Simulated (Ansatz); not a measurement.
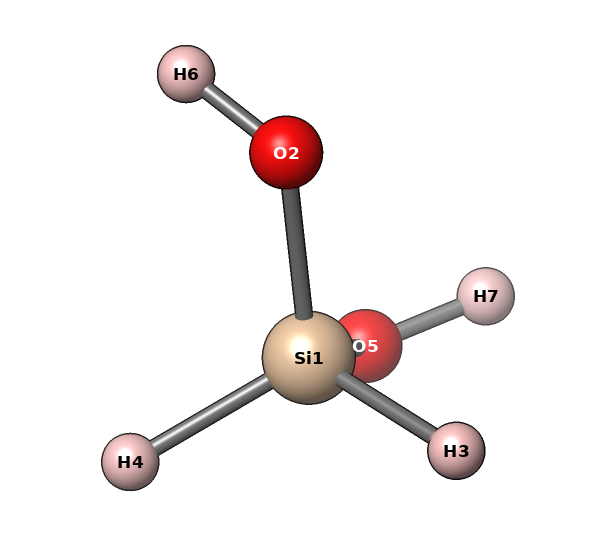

O5 lies behind Si1. The molecule seen a little off the Si1–O5 bond, Si1 in front. Depth is shown by fading: the farther an atom, the more it takes the colour of the background. The computed structure is the end point of a PBE0-D4/def2-TZVP optimisation.

> What is the torsion angle O2–Si1–O5–H7? The sign is positive where the front bond must turn clockwise to cover the back bond.

66°, synclinal (gauche).
